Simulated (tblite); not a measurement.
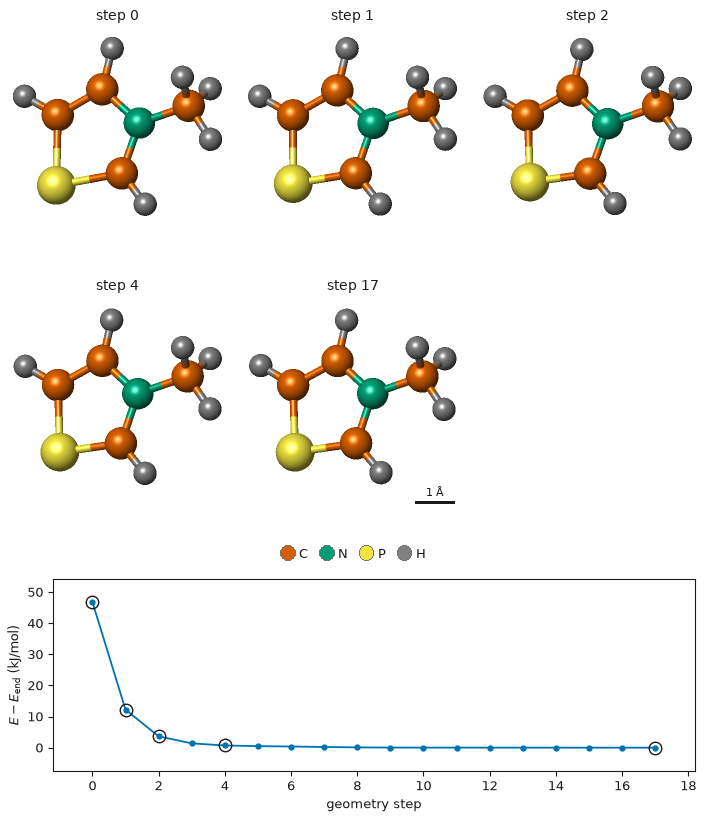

Frames of a relaxation of C₄H₆NP, marked on the history of the run. A ball-and-stick model, seen at a tilt.

Theory: GFN2-xTB geometry optimisation, gas phase (tblite). 

Question: Describe the path.

Answer: After 17 geometry steps the energy has fallen by 46.8 kJ/mol. The largest move after the best rigid fit is that of the P atom, 0.13 Å. By element the largest moves are P 0.13 Å, H 0.05 Å, N 0.04 Å, C 0.04 Å. Among the contacts that change: C–P 1.846 → 1.717 Å, C–P 1.838 → 1.758 Å, C–N 1.405 → 1.354 Å, C–C 1.386 → 1.362 Å. Bond angles that change, for instance: P–C–H 121.7° → 126.9°, C–P–C 83.1° → 88.1°, P–C–H 119.7° → 124.3°. The run took 0.08 s on 1 thread of Arm Neoverse V1 (shared host). From step 0 to 1: the P atom moves most (0.07 Å), energy −34.6 kJ/mol. From step 1 to 2: the P atom moves most (0.06 Å), energy −8.56 kJ/mol. From step 2 to 4: a C atom moves most (0.02 Å), energy −2.95 kJ/mol. From step 4 to 17: an H atom moves most (0.03 Å), energy −0.70 kJ/mol.

```
step  E − E(0), kJ/mol
   0              0.00
   1            -34.58
   2            -43.14
   3            -45.40
   4            -46.08
   5            -46.30
   6            -46.41
   7            -46.57
   8            -46.70
   9            -46.75
  10            -46.77
  11            -46.77
  12            -46.78
  13            -46.78
  14            -46.78
  15            -46.79
  16            -46.79
  17            -46.79
```
